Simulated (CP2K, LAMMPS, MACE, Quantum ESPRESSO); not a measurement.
# Pressure against volume in a static frame of polycarbonate of ethylene with Li+ PF6- (capped chains of 4 units) from 300 K (104 atoms), MACE MPA-0 medium

Density of this cell: 1.38 g/cm³. The cell holds 104 atoms: 28 C, 24 O, 44 H, 1 P, 6 F and 1 Li. Cell: a = 10.342 Å, b = 10.342 Å, c = 10.342 Å, α = 90.0°, β = 90.0°, γ = 90.0°. 2 polycarbonate of ethylene chains of 4 units with methyl end groups, 1 Li+, 1 PF6- placed at random, at 1.38 g/cm³; overlaps pushed apart, then 20 ps at 800 K with stiff harmonic cages for PF6 and BF4 with UFF radii; Joung-Cheatham ions (J. Phys. Chem. B 112, 9020 (2008)); MMFF94 bonds, angles, torsions, charges and radii (Halgren, J. Comput. Chem. 17, 490 (1996)) in harmonic and 12-6 forms; charges of ions scaled by 0.8. Snapshot after 30 ps at 300 K and fixed volume. Then the atoms were relaxed with MACE MPA-0 medium in the fixed cell. Then the atoms were relaxed with CP2K double zeta, PBE+D3(BJ). That run stopped short of its end.

Calculated with MACE MPA-0 medium: MACE MPA-0 medium, trained on PBE(+U) plane-wave data, no dispersion term. The unchanged cell has V0 = 10.635 Å³ an atom and P0 = 0.654 GPa. It is scaled evenly, and CP2K double zeta, PBE+D3(BJ) relaxes the atoms at each volume before the single point.

| volume (Å³/atom) | pressure (GPa) |
| --- | --- |
| 9.9972 | 1.706 |
| 10.316 | 1.135 |
| 10.954 | 0.1098 |
| 11.273 | ? |

**Question.** Fit a second-order expansion in ln V to the rows given and extrapolate to the withheld row.

**Working.**

To second order in u = ln(V/V0), P = P0 − B u + ½ B B′ u², with B the bulk modulus at V0 and B′ its pressure derivative. So v = (P − P0)/u is a line in u, with intercept −B and slope ½ B B′.

| u | v (GPa) |
| --- | --- |
| -0.0618754 | -16.9954 |
| -0.0304592 | -15.7785 |
| 0.0295588 | -18.4108 |

With n = 3: mean u = -0.0209253, mean v = -17.0616, Σ(u − ū)² = 0.0043165, Σ(u − ū)(v − v̄) = -0.083053. Slope b = -0.083053 / 0.0043165 = -19.241; intercept a = v̄ − b ū = -17.464.

So B = 17.5 GPa and B′ = 2b/B = -2.2. At the withheld volume u = 0.05827, v = a + b u = -18.59 GPa, and P = P0 + u v.

Prediction at 11.273: -0.4289 GPa. The run gave 0.037 GPa, so the fit is low by 0.47 GPa (28 % of the range of the table).

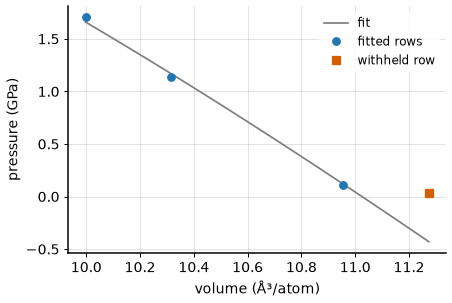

The fit, the rows that it rests on and the withheld row.

B′ = -2.2 rests on three points, and the miss at the fourth puts it in doubt. Among the rows given, the largest miss of the fit is at 9.9972, by 0.045 GPa (2.7 % of the range of the table).

Limits: Static cells at zero temperature, with the cell shape held. Some relaxations stopped short of their force threshold. The atoms follow CP2K double zeta, PBE+D3(BJ), not this level's own minimum.

[Hosts, paths, dates, database ids (printed as entryN), source tags and the programs' standing remarks are cut or masked in the printed files.]

[The MMFF94 radii named for the starting cell were scaled by 0.96; in molecules described by MMFF94, hydrogen bound to N, O or S took a small fixed 12-6 site in their place.]
